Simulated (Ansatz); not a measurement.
## LiAl$_{32}$: molecular dynamics (part 5 of 5)

LiAl$_{32}$ (defect cell, 33 atoms in the cell); DFT PBE, scalar-relativistic, plane waves, PAW, no spin polarisation (Ansatz 0.2.0); cutoff 420 eV, 2×2×2 k-mesh, Fermi–Dirac smearing of 0.05 eV. One setting was made poor on purpose. It belongs to a series of runs on one base structure; here: dynamics from the last frame of the run before.

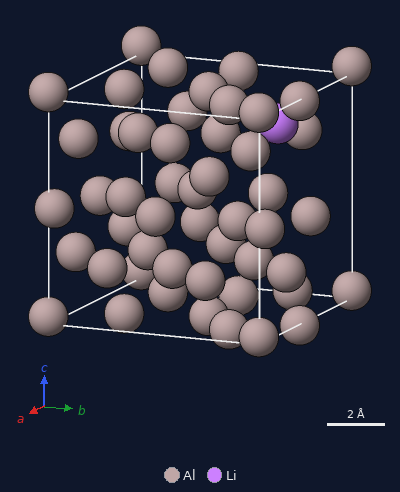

Figure 1. The geometry at step 183 of the log (spheres-only view of the cell of the calculation, seen slightly off an axis).

### Trajectory as extended XYZ, continued
```
33
Lattice="8.1000 0.0000 0.0000 0.0000 8.1000 0.0000 0.0000 0.0000 8.1000" Properties=species:S:1:pos:R:3:forces:R:3 step=167 time_fs=167.0 energy=-17397.92779 temperature=935.5
Al    3.8723   -0.3282   -0.1781    0.6055   0.7211   0.8021
Al    5.8611    1.9569    0.1346    0.6227  -0.3889   0.6899
Al    6.1684    0.1953    2.2405   -1.0632  -0.1577  -1.2224
Al   -0.0802   -0.1043    0.2682   -0.9154   2.1008  -0.6608
Al    2.2699    2.0392    0.1576   -0.4750  -0.4149   0.0192
Al    3.9046    4.2531   -0.2028   -0.2351   0.1235   1.0551
Al    6.3251    6.1133   -0.0160   -1.0721  -0.7168  -0.0679
Al    1.9373    0.3148    2.2771   -0.5039  -0.0765  -0.2038
Al    4.1371    2.0531    2.0090   -0.3404   0.3890   0.6510
Al    6.1466    3.9008    2.0045   -1.0291   0.8434   0.0330
Al    3.9365    0.1852    3.8344    0.6748  -0.5943   0.9456
Al    6.1509    2.0961    4.3102   -0.6694  -0.7392  -0.2502
Al    6.0787    0.2320    6.3599    0.8069  -0.6611  -0.7015
Al    0.3403    3.8513   -0.1945   -0.9419   1.1712   1.1664
Al    1.7776    6.5987    0.5493    0.4379  -2.0426   1.2686
Al   -0.1537    2.1603    2.1434    1.2233  -0.4003  -0.3518
Al    2.1536    4.1563    2.0351   -0.5704  -0.6893  -0.2844
Al    3.9494    6.0093    2.0138    0.7272   0.3045  -0.2769
Al   -0.2696    0.0885    4.0800    1.0198  -0.2056   0.5441
Al    2.0939    2.1934    4.0262   -0.1519   1.2313  -0.4638
Al    4.3866    4.0435    4.4372   -0.9004  -0.1346  -1.1371
Al    5.8569    6.2637    3.8076    0.2727  -0.4594   0.6801
Al    1.8824    0.3675    5.7123    1.0933  -3.2889   0.0340
Al    3.9260    1.6746    6.1950    0.6698   1.4167  -0.4241
Al    5.9121    3.6530    6.4691    1.4768   0.9389  -0.5971
Al   -0.2966    5.9025    2.0598    1.0263   0.0706   0.6413
Al   -0.2278    3.9723    4.2225    0.6807   0.6878   0.0242
Al    2.1306    5.8620    4.0033   -0.2740   0.6608   0.3130
Al    0.3384    1.9022    6.2880   -2.7051   1.3847   0.1192
Al    2.0641    3.9347    6.0204    0.2522  -0.3777  -0.7504
Al    4.5136    6.1393    6.0792    0.5404  -0.3407  -0.8246
Al   -0.0770    6.1763    5.8765   -0.5179  -0.1542   0.1089
Li    2.2289    6.2129    6.5795    0.2350  -0.2016  -0.8789
33
Lattice="8.1000 0.0000 0.0000 0.0000 8.1000 0.0000 0.0000 0.0000 8.1000" Properties=species:S:1:pos:R:3:forces:R:3 step=175 time_fs=175.0 energy=-17397.62762 temperature=980.6
Al    3.8786   -0.3518   -0.2026    0.6374   0.7736   1.0377
Al    5.8598    1.9548    0.1054    0.5081  -0.3700   1.0086
Al    6.1759    0.1915    2.2171   -1.2306  -0.2019  -1.0536
Al   -0.0903   -0.1181    0.2780   -0.7531   2.2559  -0.6629
Al    2.3115    2.0435    0.1340   -0.6154  -0.4027   0.0812
Al    3.8843    4.2755   -0.2100   -0.1736   0.1912   1.1314
Al    6.3338    6.1427   -0.0011   -1.2603  -0.9118  -0.0938
Al    1.9174    0.3266    2.2852   -0.6486  -0.1898  -0.3630
Al    4.1041    2.0328    2.0455    0.0617   0.5366   0.4273
Al    6.1788    3.9188    1.9729   -1.3117   0.7221   0.0123
Al    3.9018    0.1312    3.8204    0.7965  -0.5203   1.0638
Al    6.1083    2.1096    4.3342   -0.5461  -0.9390  -0.4820
Al    6.0783    0.2193    6.3372    0.9251  -0.7162  -0.6541
Al    0.3464    3.8713   -0.1867   -0.8323   1.0585   0.9540
Al    1.7783    6.5971    0.5355    0.3473  -1.9033   1.7353
Al   -0.1606    2.1697    2.1322    1.2246  -0.5027  -0.2327
Al    2.1253    4.1539    2.0164   -0.4449  -0.6596  -0.2754
Al    3.9329    6.0293    2.0275    0.7966   0.1854  -0.3737
Al   -0.3076    0.0858    4.0837    1.0786  -0.1530   0.5820
Al    2.1051    2.1983    4.0267   -0.2003   1.2036  -0.4423
Al    4.3567    4.0522    4.4541   -0.8491  -0.1770  -1.3081
Al    5.8491    6.2511    3.8439    0.3977  -0.3662   0.3672
Al    1.8657    0.3675    5.7067    1.2156  -3.2123  -0.0886
Al    3.9541    1.6471    6.2102    0.4049   1.3971  -0.6699
Al    5.8750    3.6553    6.4547    1.5894   1.0549  -0.4359
Al   -0.2745    5.8912    2.0726    0.9947   0.1988   0.6884
Al   -0.2697    3.9689    4.2450    0.7858   0.6783   0.0069
Al    2.1702    5.8124    4.0083   -0.4467   0.7763   0.4662
Al    0.3317    1.8924    6.3073   -2.7445   1.5603   0.2056
Al    2.0872    3.9311    5.9987    0.0006  -0.1957  -0.4749
Al    4.5133    6.1454    6.0670    0.5283  -0.4356  -0.7285
Al   -0.0805    6.1527    5.8806   -0.3553  -0.1248   0.0936
Li    2.2527    6.2681    6.6252    0.1193  -0.6107  -1.5221
33
Lattice="8.1000 0.0000 0.0000 0.0000 8.1000 0.0000 0.0000 0.0000 8.1000" Properties=species:S:1:pos:R:3:forces:R:3 step=183 time_fs=183.0 energy=-17397.81317 temperature=1172.5
Al    3.8770   -0.3138   -0.2051    0.5645   0.5256   1.1246
Al    5.8651    1.9110    0.0982    0.5065   0.0857   0.7133
Al    6.1805    0.1849    2.2263   -1.1136  -0.2002  -1.0014
Al   -0.1406   -0.0852    0.2395   -0.2061   1.8667  -0.5201
Al    2.2797    2.0123    0.1392   -0.4972  -0.2445   0.0478
Al    3.8743    4.2853   -0.1852   -0.0387   0.0341   0.8577
Al    6.3085    6.1452    0.0032   -1.2210  -0.9010  -0.1509
Al    1.9362    0.3118    2.2892   -0.8501  -0.0456  -0.3903
Al    4.1348    2.0558    2.0435   -0.1988   0.4472   0.4132
Al    6.1600    3.8981    1.9602   -1.1767   0.9585  -0.0217
Al    3.9106    0.1181    3.7848    0.8075  -0.4286   1.2287
Al    6.1118    2.0773    4.3725   -0.5322  -0.5656  -0.6694
Al    6.0807    0.2450    6.2996    0.9661  -1.1055  -0.5361
Al    0.3459    3.8742   -0.2160   -0.9009   0.9795   1.1428
Al    1.7784    6.5836    0.5092   -0.1185  -1.4567   1.6406
Al   -0.1887    2.1618    2.1777    1.4245  -0.5709  -0.3431
Al    2.1287    4.1742    2.0474   -0.4902  -0.7798  -0.3595
Al    3.9347    6.0495    1.9978    0.7474   0.1758  -0.2344
Al   -0.2944    0.0777    4.1217    1.0608  -0.1709   0.2970
Al    2.1502    2.2202    4.0701   -0.1708   0.9776  -0.7281
Al    4.3717    4.0760    4.4710   -0.9110  -0.3023  -1.4352
Al    5.8428    6.2695    3.8312    0.4457  -0.5043   0.4444
Al    1.8920    0.3620    5.7172    0.9881  -3.1768   0.0029
Al    3.9643    1.6079    6.1997    0.3834   1.8262  -0.6370
Al    5.9041    3.6969    6.4190    1.4453   0.8028   0.2077
Al   -0.2739    5.8946    2.0535    0.8921   0.1404   0.6479
Al   -0.2544    3.9858    4.1960    0.6257   0.6108   0.0762
Al    2.1729    5.8150    4.0371   -0.3501   0.8357   0.3338
Al    0.3160    1.8914    6.2552   -2.5337   1.5098   0.2297
Al    2.0696    3.9456    6.0096    0.1607  -0.3160  -0.4839
Al    4.4982    6.1693    6.0601    0.7264  -0.3631  -0.7342
Al   -0.0749    6.1415    5.8768   -0.3713  -0.1765   0.2238
Li    2.2830    6.2418    6.6074   -0.0640  -0.4679  -1.3868
33
Lattice="8.1000 0.0000 0.0000 0.0000 8.1000 0.0000 0.0000 0.0000 8.1000" Properties=species:S:1:pos:R:3:forces:R:3 step=192 time_fs=192.0 energy=-17397.88330 temperature=1188.4
Al    3.8856   -0.3142   -0.2077    0.3309   0.5372   1.0923
Al    5.8539    1.8714    0.0744    0.4151   0.5218   0.7703
Al    6.1338    0.2672    2.2058   -0.9539  -0.7392  -0.6813
Al   -0.1881   -0.0492    0.2669    0.3091   1.4326  -0.4623
Al    2.2514    2.0606    0.0980   -0.2392  -0.5794   0.4437
Al    3.8541    4.3275   -0.1927    0.2213  -0.0925   0.9324
Al    6.3027    6.1238    0.0281   -1.1705  -0.8608  -0.2275
Al    1.9019    0.3183    2.2980   -0.7103  -0.2530  -0.7021
Al    4.1301    2.0632    2.0497   -0.3998   0.5695   0.2227
Al    6.1802    3.8757    1.9632   -1.2260   1.1318  -0.1771
Al    3.8954    0.1380    3.7877    0.8406  -0.6340   1.2020
Al    6.1223    2.0073    4.3260   -0.7247  -0.2174  -0.4078
Al    6.0898    0.2577    6.2898    0.6468  -1.2870  -0.6606
Al    0.3651    3.8702   -0.1835   -1.1432   1.0420   0.9701
Al    1.7767    6.5120    0.5098   -0.3845  -0.7645   1.4444
Al   -0.1484    2.1817    2.2115    1.4334  -0.6693  -0.4531
Al    2.1144    4.1700    2.0465   -0.3301  -0.7768  -0.2093
Al    3.9377    6.0715    1.9968    0.8480   0.1158  -0.0518
Al   -0.3077    0.0521    4.0886    1.1968  -0.2821   0.3031
Al    2.1522    2.1764    4.0853   -0.2714   1.3476  -0.7252
Al    4.4153    4.0536    4.4879   -1.2858  -0.2573  -1.7889
Al    5.8636    6.2601    3.8950    0.4232  -0.2537  -0.1364
Al    1.8975    0.3450    5.7408    0.8434  -3.3580   0.1176
Al    3.9223    1.6479    6.2061    0.8222   1.6255  -0.6267
Al    5.9081    3.6812    6.3753    1.5794   0.6085   0.7806
Al   -0.2368    5.9241    2.0406    0.5087   0.0153   0.9047
Al   -0.3180    3.9753    4.1894    0.8284   0.7612   0.2645
Al    2.1766    5.7991    4.0398   -0.2952   0.7459   0.4165
Al    0.2847    1.8505    6.2773   -2.4238   1.6137   0.1522
Al    2.0759    3.9207    6.0359    0.0106  -0.4801  -0.8632
Al    4.4985    6.1533    6.0634    0.9100  -0.2205  -0.6941
Al   -0.0777    6.1431    5.8795   -0.2149  -0.2339   0.2884
Li    2.3360    6.1620    6.6246   -0.3944  -0.1089  -1.4381
33
Lattice="8.1000 0.0000 0.0000 0.0000 8.1000 0.0000 0.0000 0.0000 8.1000" Properties=species:S:1:pos:R:3:forces:R:3 step=200 time_fs=200.0 energy=-17397.63598 temperature=981.3
Al    3.8611   -0.3733   -0.2259    0.7086   0.9604   1.0292
Al    5.8756    1.8759    0.0908    0.2545   0.4615   0.7828
Al    6.1383    0.3032    2.1962   -1.0484  -0.9190  -0.5345
Al   -0.1781   -0.0446    0.2932    0.2786   1.4175  -0.4323
Al    2.2420    2.0861    0.1134   -0.0575  -0.7007   0.4061
Al    3.8498    4.3617   -0.1803    0.1652  -0.1332   1.0271
Al    6.3067    6.1486    0.0432   -1.1975  -0.9464  -0.1783
Al    1.9131    0.3654    2.2633   -0.6109  -0.4060  -0.6072
Al    4.1035    2.1036    2.0827   -0.2970   0.5354   0.0876
Al    6.1566    3.8778    1.9685   -1.0689   1.1161  -0.2673
Al    3.9175    0.1361    3.7617    0.5818  -0.4985   1.2938
Al    6.1497    2.0440    4.3028   -0.9862  -0.6553  -0.1360
Al    6.1090    0.2468    6.3105    0.3060  -1.1377  -0.7648
Al    0.3859    3.8518   -0.1618   -1.3515   1.2093   0.9944
Al    1.7884    6.5314    0.4652   -0.7458  -0.9004   1.8941
Al   -0.1520    2.1665    2.2023    1.4303  -0.3910  -0.4250
Al    2.0836    4.1868    2.0878   -0.2948  -0.8901  -0.4988
Al    3.9727    6.0483    2.0278    0.5578   0.1038  -0.3567
Al   -0.3276    0.0458    4.1021    1.2413  -0.3220   0.2488
Al    2.1001    2.1786    4.1086   -0.1878   1.2043  -0.6802
Al    4.4615    4.0781    4.4981   -1.4899  -0.4690  -1.8809
Al    5.8376    6.2525    3.8760    0.7118  -0.0368  -0.1167
Al    1.9062    0.3232    5.7567    0.6169  -2.9288   0.2087
Al    3.9181    1.6799    6.2299    0.8300   1.3470  -0.6375
Al    5.8859    3.6700    6.4142    1.7065   0.6199   0.7073
Al   -0.2361    5.9287    2.0704    0.6181   0.0355   0.7255
Al   -0.3773    3.9737    4.1718    1.1347   1.0788   0.3858
Al    2.1759    5.7911    4.0155   -0.3366   0.9362   0.7645
Al    0.2264    1.8294    6.3185   -1.8341   1.3816  -0.0169
Al    2.0722    3.9290    6.0459   -0.0326  -0.6850  -0.9613
Al    4.4954    6.1453    6.0394    1.2363  -0.0858  -0.6818
Al   -0.1179    6.1413    5.8919    0.0318  -0.2936   0.2754
Li    2.4004    6.1183    6.6308   -0.8708  -0.0079  -1.6548
```

This output came from the following input.

### Input
```yaml
crystal:
  lattice:
    - [8.1, 0.0, 0.0]
    - [0.0, 8.1, 0.0]
    - [0.0, 0.0, 8.1]
  atoms:
    - { symbol: Al, position: [0.48353173, -0.05542208, -0.01830834] }
    - { symbol: Al, position: [0.73067444, 0.22895356, 0.01256729] }
    - { symbol: Al, position: [0.75095268, 0.01899715, 0.25596685] }
    - { symbol: Al, position: [-0.0103296, -0.00082891, 0.02689499] }
    - { symbol: Al, position: [0.2650584, 0.25811221, 0.02753301] }
    - { symbol: Al, position: [0.46510645, 0.533724, -0.04072633] }
    - { symbol: Al, position: [0.77244341, 0.74998821, -0.0124798] }
    - { symbol: Al, position: [0.24125139, 0.01800836, 0.28511215] }
    - { symbol: Al, position: [0.50664779, 0.25565896, 0.25348011] }
    - { symbol: Al, position: [0.75873464, 0.49002949, 0.25226863] }
    - { symbol: Al, position: [0.48865206, 0.02799517, 0.48125895] }
    - { symbol: Al, position: [0.73461171, 0.26770602, 0.51646113] }
    - { symbol: Al, position: [0.74502237, 0.02851417, 0.77391495] }
    - { symbol: Al, position: [0.03788066, 0.4865898, -0.02199147] }
    - { symbol: Al, position: [0.20309126, 0.79034856, 0.06385875] }
    - { symbol: Al, position: [-0.00885209, 0.27488767, 0.25057607] }
    - { symbol: Al, position: [0.27859643, 0.50384863, 0.23182351] }
    - { symbol: Al, position: [0.49470805, 0.73730393, 0.25387084] }
    - { symbol: Al, position: [-0.03893549, 0.00754356, 0.51416457] }
    - { symbol: Al, position: [0.25880313, 0.27508538, 0.49006578] }
    - { symbol: Al, position: [0.51913442, 0.50517261, 0.5104043] }
    - { symbol: Al, position: [0.73869362, 0.76665702, 0.48254888] }
    - { symbol: Al, position: [0.23780408, 0.03999161, 0.72842669] }
    - { symbol: Al, position: [0.48760207, 0.20646622, 0.75889645] }
    - { symbol: Al, position: [0.74855131, 0.44486444, 0.78311936] }
    - { symbol: Al, position: [-0.01907162, 0.73035254, 0.26128073] }
    - { symbol: Al, position: [-0.03224231, 0.50625768, 0.51970847] }
    - { symbol: Al, position: [0.2645372, 0.74579171, 0.50549611] }
    - { symbol: Al, position: [0.00851537, 0.25199319, 0.76828629] }
    - { symbol: Al, position: [0.24308807, 0.48496437, 0.73303517] }
    - { symbol: Al, position: [0.57163367, 0.75529304, 0.72836101] }
    - { symbol: Al, position: [-0.01552978, 0.77842089, 0.72901002] }
    - { symbol: Li, position: [0.29009464, 0.75976254, 0.80622625] }
basis:
  ecutwfc: 420.0
kpoints:
  mp_grid: { grid: [2, 2, 2] }
hamiltonian:
  xc: pbe
scf:
  occupations: { method: fermi_dirac, width: 0.05 }
  lower_state_search: "off"
  max_iter: 50
md:
  timestep: 1
  n_steps: 200
  ensemble: nvt_langevin
  temperature: 1260.0
  initial_velocities: maxwell_boltzmann
  seed: 81942
  friction: 1.0
```

Command:
```bash
ansatz run input.yaml --threads 2 --pin off --max-ram 5120MiB --backend cpu --events-out ev --progress --plain --runs-dir out
```

### Results in brief

| quantity | value |
| --- | --- |
| outcome | finished |
| mean temperature over the second half | 1270 K |
| trajectory | 200 steps, 200 fs |
| ensemble | nvt_langevin |
| temperature in the input | 1260.0 K |
| time step | 1 fs |
| electrons treated | 99 |
| potential energy (free energy of the electrons) (last step) | −17397.6360 eV |
| Fermi energy (last step) | 7.674 eV |
| largest force (length of the vector) (last step) | 3.000 eV/Å |
| hardware | 2 threads of Intel Xeon (Sapphire Rapids), 16 GiB of memory available, shared host |
| wall time | 15 min (CPU time 30 min) |
| peak memory | 1.2 GiB |

A deliberately poor setting: heavy friction. So short a trajectory is not equilibrated. The logged temperature at the start can lie below the typed one, since it is counted over all degrees of freedom.
